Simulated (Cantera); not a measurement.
A closed system holds: 1 mol Si, 0.58 mol Cl2, 3.1 mol H2, at 100000 Pa.

Method: chemical equilibrium by Gibbs-energy minimisation in Cantera with the NASA 1993 tables (ideal gas, pure condensed phases). Candidate condensed phases: Si; 19 gas species. The tables' values for SiCl3, SiCl are old estimates; treat these amounts as uncertain. Gases not in the tables: Si2H6 and higher silanes. The numbers say what is thermodynamically allowed, not how fast it happens.

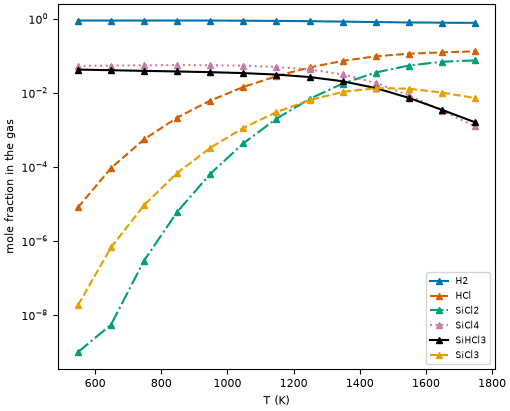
Fig. 1. Equilibrium gas composition (values under 1e-9 drawn at 1e-9)

Task: Read off the mole fractions at 1248 K.

Result: H2 about 0.87, HCl about 0.049, SiCl4 about 0.043, SiHCl3 about 0.027, SiCl2 about 0.0069, SiCl3 about 0.0064.
